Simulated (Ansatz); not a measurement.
**SiPH (singlet): from Hartree-Fock to the top rungs at a displaced geometry (v2), cc-pVTZ**

Aim: climb from Hartree-Fock through coupled cluster and multireference methods for SiPH (singlet) at one geometry and basis, and see what each rung misses.

Method: cc-pVTZ, core rule «outside noble gas», up to 10 orbitals frozen; program: Ansatz 0.2.0, Gaussian basis.

Plan: UHF; CCSD(T) on RHF; CCSD(T) on UHF; BCCD(T) on RHF; CCSDT(Q) on RHF; CASSCF and NEVPT2, 10 electrons in 9 orbitals.

7 further runs of the same task are left out: 2 that didn't finish, 5 set aside as unsound or not needed. Runs told in other sessions of the task aren't counted.

### 1 What is computed

The geometry is a PBE0/def2-TZVP stationary point (not a proven minimum) with its atoms shifted at random (size 0.100 Å).

3 atoms, charge 0, spin multiplicity 1.

Atoms are counted from 1 here; the program's logs count them from 0.

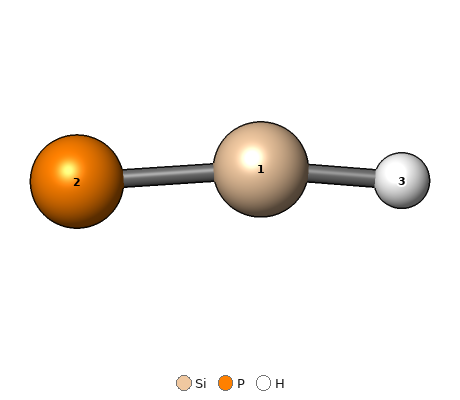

The structure; silicon light orange, phosphorus orange, hydrogen white; atoms are numbered from 1 in the order of the file.

In the tables R marks a restricted determinant and U an unrestricted one; 'valence' is the active space of 10 electrons in 9 orbitals; energies count from the table's Hartree-Fock row.

### 2 UHF

Input file in.yaml:

```yaml
crystal:
  periodic: [false, false, false]
  atoms:
    - {symbol: Si, position_ang: [0.084376, 0.005225, 0.148798]}
    - {symbol: P, position_ang: [-0.080498, 0.013599, -1.784009]}
    - {symbol: H, position_ang: [-0.003878, -0.018825, 1.635211]}
basis:
  gaussian: {orbitals: cc-pVTZ}
magnetization: {spin_polarized: true, initial_magnetization: 0}
hamiltonian: {xc: hf}
output: {orbitals: {seedname: orbitals}}
```

Started as:

```
ansatz run in.yaml --threads 1 --pin off --events-out ev --progress --plain --max-ram 2393MiB
```

What it wrote:

```text
Functional definition: HF
  name "HF"
  cite "Fock, Z. Phys. 61, 126 (1930) doi:10.1007/BF01340294"
  parent pbe
  exchange = exact_x
  correlation = 0
773 factors; their error is unknown
mean field evaluation 1: about -17146.6068 eV, gradient 1.2e1 eV
mean field evaluation 2: about -17147.1115 eV, gradient 9.7e0 eV
mean field evaluation 4: about -17147.8483 eV, gradient 3.8e-1 eV
mean field evaluation 8: about -17148.3924 eV, gradient 5.2e-1 eV
mean field evaluation 16: about -17148.4615 eV, gradient 5.4e-1 eV
mean field evaluation 32: about -17147.9868 eV, gradient 5.7e-1 eV
mean field evaluation 64: about -17148.4331 eV, gradient 4.3e-1 eV
mean field evaluation 96: about -17148.3928 eV, gradient 6.3e-4 eV
mean field evaluation 128: about -17146.9666 eV, gradient 5.9e0 eV
mean field -17148.55278997 eV, -630.1976913250 hartree, gradient 9.8e-6 eV, S^2 0.647872; 6 other end points of the search recorded, 0 dependent functions left out
reference -17148.55278997 eV, -630.1976913250 hartree; 15, 15 occupied and 67, 67 virtual orbitals, 773 factors
Total energy: -17148.55278997 eV, -630.1976913250 hartree
```

Wall time 4.2 s (1 thread of Arm Neoverse V1, shared host).

From the report: ⟨S²⟩ of the determinant 0.648 (pure singlet: 0.00). The determinant of HF (⟨S²⟩ 0.65) is far from a pure spin state, so its energy mixes those of several spin states; that is harmless only where they are near-degenerate.

The unrestricted solution breaks the spin symmetry, so the restricted determinant is unstable here.

### 3 CCSD(T) on RHF

Edit in.yaml of step 2 so:

```diff
@@ -8,4 +8,3 @@
   gaussian: {orbitals: cc-pVTZ}
-magnetization: {spin_polarized: true, initial_magnetization: 0}
-hamiltonian: {xc: hf}
-output: {orbitals: {seedname: orbitals}}
+magnetization: {spin_polarized: false}
+correlation: {method: ccsd_t, electrons: outside_noble_gas}
```

Launched as before.

What it wrote, cut to the lines that bear on the results:

```text
Functional definition: HF
  name "HF"
  cite "Fock, Z. Phys. 61, 126 (1930) doi:10.1007/BF01340294"
  parent pbe
[...]
480 factors; integrals over basis functions are off by at most 9.5e-4 eV
[...]
mean field -17148.39329575 eV, -630.1918300204 hartree, gradient 8.3e-6 eV, S^2 0.000000; 0 other end points of the search recorded, 0 dependent functions left out; unrestricted orbitals would lower it
10 core orbitals not correlated: weight in the atoms' cores, before any rotation towards them, 1.000 or more for the frozen orbitals, at most 0.000 for the correlated occupied ones
reference -17148.39329575 eV, -630.1918300204 hartree; 5, 5 occupied and 67, 67 virtual orbitals, 480 factors
second order -7.05883866 eV of doubles, -0.00000000 eV of singles
cycle   1  -7.22839832 eV  change   -1.7e-1 eV  update   1.0e-1
[...]
cycle  10  -7.60802024 eV  change    6.1e-6 eV  update   1.0e-5
perturbative correction -0.54777576 eV, -0.0201303878 hartree
Total energy: -17156.54909175 eV, -630.4915499952 hartree
```

It took 1.3 s on 1 thread of Arm Neoverse V1, shared host.

From the report: correlation -8.1558 eV; T1 0.022; largest double amplitude 0.11.

### 4 CCSD(T) on UHF

Edit in.yaml of step 3 so:

```diff
@@ -8,3 +8,3 @@
   gaussian: {orbitals: cc-pVTZ}
-magnetization: {spin_polarized: false}
+magnetization: {spin_polarized: true, initial_magnetization: 0}
 correlation: {method: ccsd_t, electrons: outside_noble_gas}
```

The command is unchanged.

What it wrote, cut to the lines that bear on the results:

```text
Functional definition: HF
  name "HF"
  cite "Fock, Z. Phys. 61, 126 (1930) doi:10.1007/BF01340294"
  parent pbe
[...]
480 factors; integrals over basis functions are off by at most 9.5e-4 eV
[...]
mean field -17148.55330148 eV, -630.1977101224 hartree, gradient 2.2e-6 eV, S^2 0.647878; 8 other end points of the search recorded, 0 dependent functions left out
determinant -17148.55330148 eV, -630.1977101224 hartree, with singles and doubles -17155.99635424 eV, -630.4712372662 hartree
determinant -17146.23440910 eV, -630.1124923994 hartree, with singles and doubles -17152.97794370 eV, -630.3603127248 hartree
determinant -17145.98102401 eV, -630.1031806689 hartree, with singles and doubles -17152.77530709 eV, -630.3528659669 hartree
determinant -17145.49280599 eV, -630.0852389878 hartree, with singles and doubles -17152.57878913 eV, -630.3456440649 hartree
determinant -17148.39329575 eV, -630.1918300204 hartree, with singles and doubles -17156.08451886 eV, -630.4744772565 hartree
10 core orbitals not correlated: weight in the atoms' cores, before any rotation towards them, 1.000 or more for the frozen orbitals, at most 0.000 for the correlated occupied ones
reference -17148.55330148 eV, -630.1977101224 hartree; 5, 5 occupied and 67, 67 virtual orbitals, 480 factors
second order -6.16649464 eV of doubles, -0.00000000 eV of singles
cycle   1  -7.35834760 eV  change   -3.4e-1 eV  update   2.9e-2
[...]
cycle  11  -7.40929561 eV  change   -4.7e-6 eV  update   6.5e-6
perturbative correction -0.52522475 eV, -0.0193016535 hartree
Total energy: -17156.48782184 eV, -630.4892983674 hartree
```

It took 11 s on 1 thread of Arm Neoverse V1, shared host; peak memory 0.25 GiB.

From the report: ⟨S²⟩ of the determinant 0.648 (pure singlet: 0.00); correlation -7.9345 eV; T1 0.094; largest double amplitude 0.11. The determinant of CCSD(T) (⟨S²⟩ 0.65) is far from a pure spin state, so its energy mixes those of several spin states; high orders of coupled cluster remove much of that, low ones don't.

### 5 BCCD(T) on RHF

Edit in.yaml of step 4 so:

```diff
@@ -8,3 +8,3 @@
   gaussian: {orbitals: cc-pVTZ}
-magnetization: {spin_polarized: true, initial_magnetization: 0}
-correlation: {method: ccsd_t, electrons: outside_noble_gas}
+magnetization: {spin_polarized: false}
+correlation: {method: bccd_t, electrons: outside_noble_gas}
```

Same command.

What it wrote, cut to the lines that bear on the results:

```text
Functional definition: HF
  name "HF"
  cite "Fock, Z. Phys. 61, 126 (1930) doi:10.1007/BF01340294"
  parent pbe
[...]
480 factors; integrals over basis functions are off by at most 9.5e-4 eV
[...]
mean field -17148.39329575 eV, -630.1918300204 hartree, gradient 8.3e-6 eV, S^2 0.000000; 0 other end points of the search recorded, 0 dependent functions left out; unrestricted orbitals would lower it
10 core orbitals not correlated: weight in the atoms' cores, before any rotation towards them, 1.000 or more for the frozen orbitals, at most 0.000 for the correlated occupied ones
reference -17148.39329575 eV, -630.1918300204 hartree; 5, 5 occupied and 67, 67 virtual orbitals, 480 factors
second order -7.05883866 eV of doubles, -0.00000000 eV of singles
cycle   1  -7.23670507 eV  change   -1.8e-1 eV  update   1.0e-1
[...]
cycle  11  -7.58165807 eV  change   -4.7e-6 eV  update   6.5e-6
perturbative correction -0.57369065 eV, -0.0210827427 hartree
Total energy: -17156.54864448 eV, -630.4915335583 hartree
```

It took 1.6 s on 1 thread of Arm Neoverse V1, shared host.

From the report: correlation -8.1553 eV; largest double amplitude 0.11.

### 6 CCSDT(Q) on RHF

Edit in.yaml of step 5 so:

```diff
@@ -9,2 +9,2 @@
 magnetization: {spin_polarized: false}
-correlation: {method: bccd_t, electrons: outside_noble_gas}
+correlation: {method: ccsdt_q, electrons: outside_noble_gas}
```

The command is unchanged.

What it wrote, cut to the lines that bear on the results:

```text
Functional definition: HF
  name "HF"
  cite "Fock, Z. Phys. 61, 126 (1930) doi:10.1007/BF01340294"
  parent pbe
[...]
942 factors; integrals over basis functions are off by at most 1.7e-7 eV
[...]
mean field -17148.39330610 eV, -630.1918304005 hartree, gradient 4.8e-6 eV, S^2 0.000000; 0 other end points of the search recorded, 0 dependent functions left out; unrestricted orbitals would lower it
10 core orbitals not correlated: weight in the atoms' cores, before any rotation towards them, 1.000 or more for the frozen orbitals, at most 0.000 for the correlated occupied ones
reference -17148.39330610 eV, -630.1918304005 hartree; 5, 5 occupied and 67, 67 virtual orbitals, 942 factors
second order -7.05885390 eV of doubles, -0.00000000 eV of singles
cycle   1  -7.22836971 eV  change   -1.7e-1 eV  update   1.3e-1
[...]
cycle  17  -8.17773319 eV  change    8.8e-7 eV  update   5.1e-7
perturbative correction -0.05954012 eV, -0.0021880592 hartree
Total energy: -17156.63057941 eV, -630.4945446114 hartree
```

It took 59 s on 1 thread of Arm Neoverse V1, shared host; peak memory 0.66 GiB.

From the report: correlation -8.2373 eV; T1 0.023; largest double amplitude 0.13.

### 7 CASSCF and NEVPT2, 10 electrons in 9 orbitals

Edit in.yaml of step 6 so:

```diff
@@ -8,3 +8,2 @@
   gaussian: {orbitals: cc-pVTZ}
-magnetization: {spin_polarized: false}
-correlation: {method: ccsdt_q, electrons: outside_noble_gas}
+correlation: {method: sc_nevpt2, electrons: outside_noble_gas, active_space: {window: {electrons: 10, orbitals: 9}, shells: [{species: H, l: s, shell: 1}, {species: P, l: s, shell: 3}, {species: P, l: p, shell: 3}, {species: Si, l: s, shell: 3}, {species: Si, l: p, shell: 3}]}}
```

Same command.

What it wrote:

```text
Functional definition: HF
  name "HF"
  cite "Fock, Z. Phys. 61, 126 (1930) doi:10.1007/BF01340294"
  parent pbe
  exchange = exact_x
  correlation = 0
942 factors; integrals over basis functions are off by at most 1.7e-7 eV
mean field evaluation 1: about -17147.1319 eV, gradient 1.6e1 eV
mean field evaluation 2: about -17147.1396 eV, gradient 1.6e1 eV
mean field evaluation 4: about -17148.3576 eV, gradient 2.1e0 eV
mean field evaluation 8: about -17148.3933 eV, gradient 1.1e-3 eV
mean field -17148.39330610 eV, -630.1918304005 hartree, gradient 4.8e-6 eV, S^2 0.000000; 0 other end points of the search recorded, 0 dependent functions left out; unrestricted orbitals would lower it
reference -17148.39330610 eV, -630.1918304005 hartree; 15, 15 occupied and 67, 67 virtual orbitals, 942 factors
state -17151.16702872 eV, -630.2937628269 hartree
state -17151.16702872 eV, -630.2937628269 hartree; corrected -17155.36101619 eV, -630.4478890236 hartree
Total energy: -17155.36101619 eV, -630.4478890236 hartree
Checks for a lower state left out: starts, orbital_swaps
```

It took 5.5 s on 1 thread of Arm Neoverse V1, shared host.

From the report: 8,036 determinants; active occupations 1.99, 1.97, 1.95, 1.92, 1.91, 0.09, 0.09, 0.05, 0.02.

### 8 Natural occupations

Natural occupations of the CASSCF valence state about the gap (report; correlated orbitals 1 to 9): 1.992, 1.974, 1.954, 1.918, 1.915, 0.091, 0.088, 0.054, 0.015. The count of effectively unpaired electrons, Σ n²(2 − n)², is 0.13; a single determinant of this spin has 0.

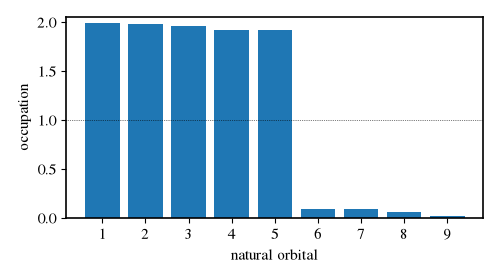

Natural occupations of the CASSCF valence state.

### 9 All levels against the top one

No level here is safe as a reference; RCCSDT(Q) serves as a yardstick only. Rows without a time are mean-field rows or come out of runs for another level: lower rungs of the coupled-cluster runs, CASSCF and MRCISD of the multireference runs, or the Hartree-Fock search.

Differences are taken before rounding.

| method | energy from the lowest RHF (kJ/mol) | from RCCSDT(Q) (kJ/mol) | time |
| --- | --- | --- | --- |
| RHF | 0.0 | +794.8 |  |
| UHF | -15.4 | +779.3 |  |
| RMP2 | -681.1 | +113.7 |  |
| UMP2 | -610.4 | +184.4 |  |
| RCCSD | -734.1 | +60.7 |  |
| UCCSD | -730.3 | +64.5 |  |
| RCCSD(T) | -786.9 | +7.9 | 1.3 s |
| UCCSD(T) | -781.0 | +13.8 | 11 s |
| BCCD(T) | -786.9 | +7.9 | 1.6 s |
| RCCSDT | -789.0 | +5.7 |  |
| RCCSDT(Q) | -794.8 | 0 | 59 s |
| CASSCF valence | -267.6 | +527.2 |  |
| NEVPT2 valence | -672.3 | +122.5 | 5.5 s |

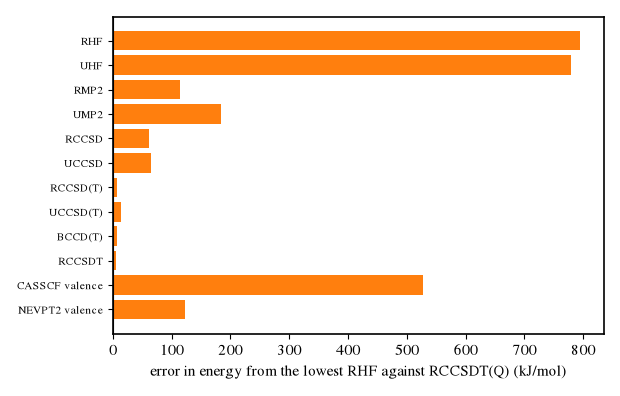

How far each level lands from RCCSDT(Q).

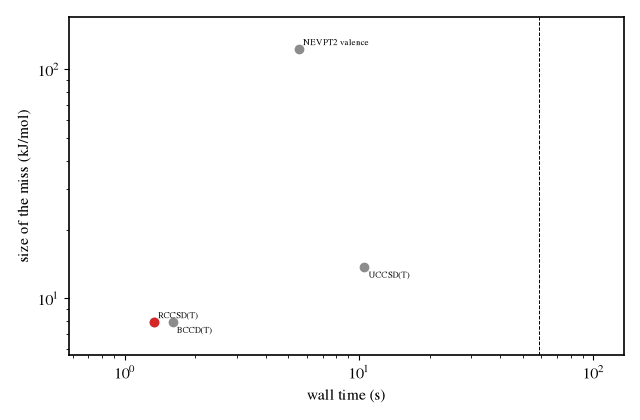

Miss against cost. Red marks the levels that no quicker level drawn beats (of those quicker than the yardstick), and the dashed line is the time of RCCSDT(Q). Times are from a shared host.

### 10 What came out

| quantity | value |
| --- | --- |
| RCCSDT(Q) from the RHF energy | -8.2373 eV |
| RMP2 from RCCSDT(Q) | +113.7 kJ/mol |
| UMP2 from RCCSDT(Q) | +184.4 kJ/mol |
| RCCSD from RCCSDT(Q) | +60.7 kJ/mol |
| RCCSD(T) from RCCSDT(Q) | +7.9 kJ/mol |
| UCCSD(T) from RCCSDT(Q) | +13.8 kJ/mol |
| NEVPT2 valence from RCCSDT(Q) | +122.5 kJ/mol |
| T1 diagnostic | 0.022 |
| effectively unpaired electrons | 0.13 |

RCCSD(T) lands +7.9 kJ/mol from the yardstick (1.0 % of the correlation energy). CCSD(T) misses by +7.9 kJ/mol on the restricted determinant and by +13.8 kJ/mol on the unrestricted one; the two need not hold the same state or core. One determinant dominates. Warnings: restricted reference is unstable; spin contamination; large T1 diagnostic.
